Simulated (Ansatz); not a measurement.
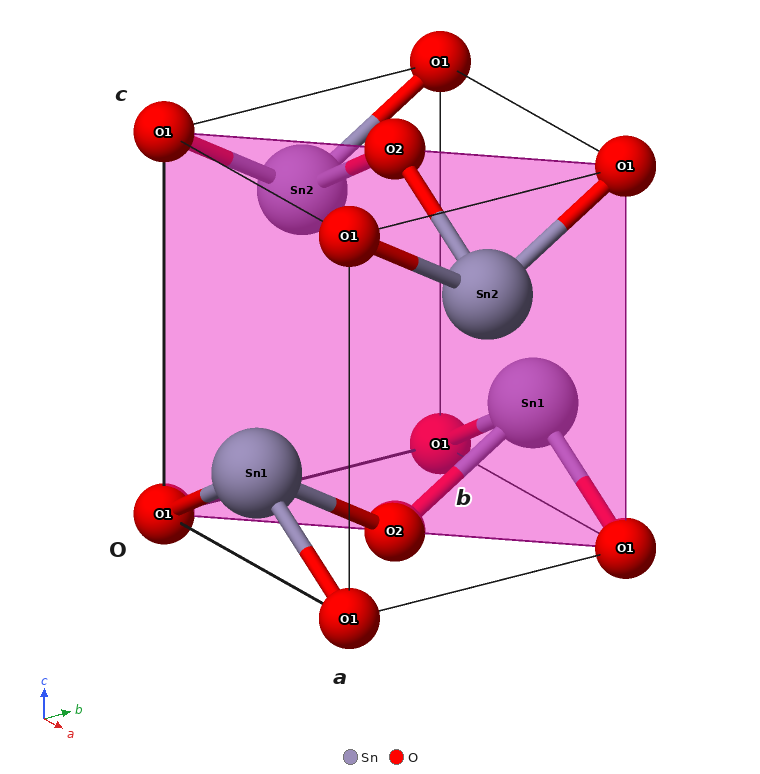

For SnO, the end point of a relaxation with Ansatz, DFT, PBE-D3(BJ), plane waves, PAW: the shaded plane is a symmetry element of the crystal. The drawing is computed from the coordinates (standard cell, symmetry found to 0.002 Å).

a = 3.835 Å, b = 3.835 Å, c = 4.761 Å, α = 90.00°, β = 90.00°, γ = 90.00°.

```
atom       x       y       z
 Sn1  0.5000  0.0000  0.2436
 Sn2  0.0000  0.5000  0.7564
  O1  0.0000  0.0000  0.0000
  O2  0.5000  0.5000  0.0000
```

### Is it a mirror or a glide plane, and what is the operation?

It is a glide plane with glide vector (1/2, 1/2, 0), parallel to (1 −1 0), through (1/2, 1/2, 1/2): x, y, z → y+1/2, x+1/2, z.

### Onto which atom does it carry each atom (up to whole multiples of a, b and c)?

Sn1 → Sn1, Sn2 → Sn2, O1 → O2, O2 → O1.

### What is the crystal's space group?

P4/nmm, No. 129, origin choice 1.
